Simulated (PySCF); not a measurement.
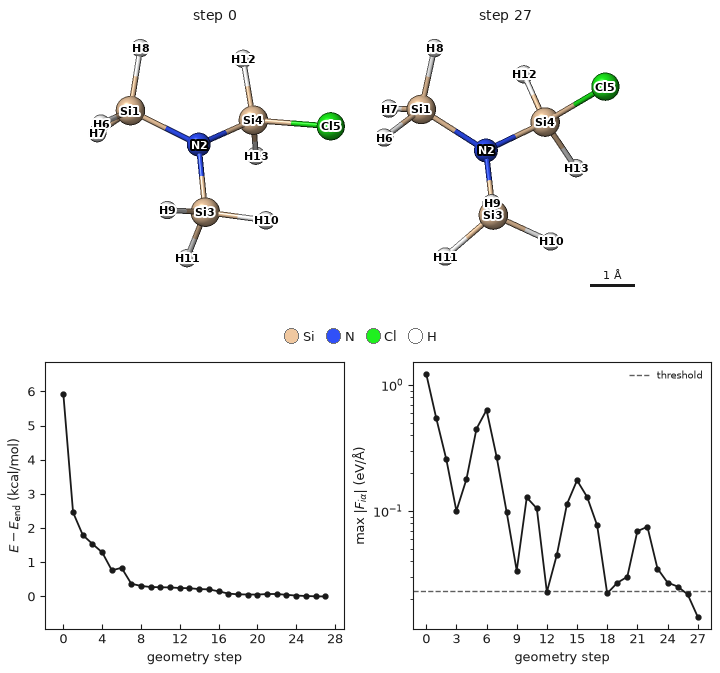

First and last geometry of a relaxation of Si$_{3}$NH$_{8}$Cl, with the history of the run. Style: ball-and-stick. Shown at a tilt.

The start comes from GFN2-xTB.

These are results of PBE0-D3(BJ)/def2-SVP geometry optimisation, gas phase in PySCF 2.14.0, density-fitted response routines, not measurements. 

Q: Did the run converge, and what did it change?

A: It converged. The atom that moves furthest after the best rigid fit is Cl5 (1.06 Å). By element the largest moves are Cl 1.06 Å, H 0.96 Å, N 0.25 Å, Si 0.10 Å. Near-neighbour distances that change, for instance: Si4–Cl5 2.001 → 2.074 Å, Si1–H6 1.459 → 1.493 Å, Si1–H7 1.466 → 1.493 Å, N2–Si3 1.753 → 1.761 Å. Bond angles that change, for instance: N2–Si3–H9 106.6° → 111.6°, N2–Si1–H8 107.5° → 110.6°, H9–Si3–H11 111.1° → 108.4°. Groups turn about N2–Si3 by about 35°, N2–Si4 by about 35°. The energy falls by 5.92 kcal/mol in 27 geometry steps. Largest force component: 1.2 eV/Å at the start, 0.015 eV/Å at the end. The forces were under the threshold at step 12, but the run went on from there. The run took roughly 3 core-minutes on a shared host.
